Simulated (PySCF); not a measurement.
C₂H₈Ge, SMILES `C[GeH2]C`.

Level of theory: PBE/def2-TZVP (PySCF), at a geometry from GFN2-xTB. No frequency check shows the geometry to be a minimum. GFN2-xTB bond lengths at metals and heavier atoms can be off by up to 0.1 Å and shapes distorted, which carries into these values.

Geometry (Å), atoms numbered from 1:

```
C1      -1.6234   -0.7366    0.0002
Ge2      0.0000    0.3758    0.0000
C3       1.6234   -0.7366   -0.0002
H4      -2.5227   -0.1275   -0.0008
H5      -1.6479   -1.3751   -0.8794
H6      -1.6477   -1.3751    0.8797
H7      -0.0000    1.2845   -1.2003
H8       0.0000    1.2845    1.2004
H9       2.5227   -0.1275    0.0008
H10      1.6479   -1.3751    0.8794
H11      1.6477   -1.3752   -0.8797
```

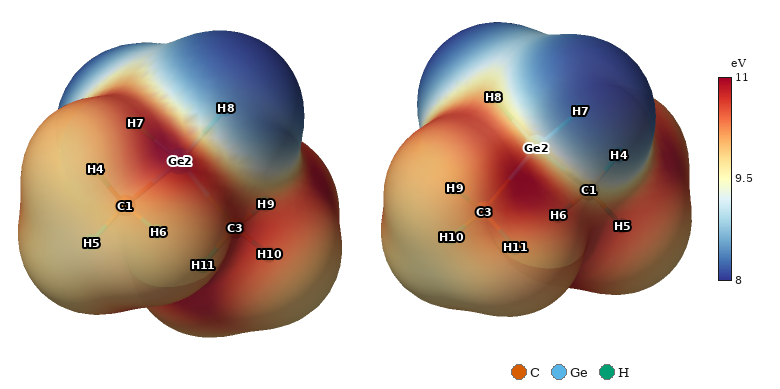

Average local ionisation energy on the surface of electron density 0.001 a.u. (back view left, front view right).

Question: Where are the most loosely bound electrons on this surface?

Answer: The lowest value is 8.1 eV, 1.5 Å from H8, and at like points elsewhere. Further minima include 9.5 eV, near H9 (1.83 Å), H10 (1.92 Å), H11 (1.92 Å) and C3 (1.98 Å), and at like points elsewhere. For comparison, the highest occupied orbital lies at −7.3 eV.

Question: What volume does the surface enclose, and what is the dipole moment?

Answer: About 111 Å³; the dipole moment is 0.7 D.
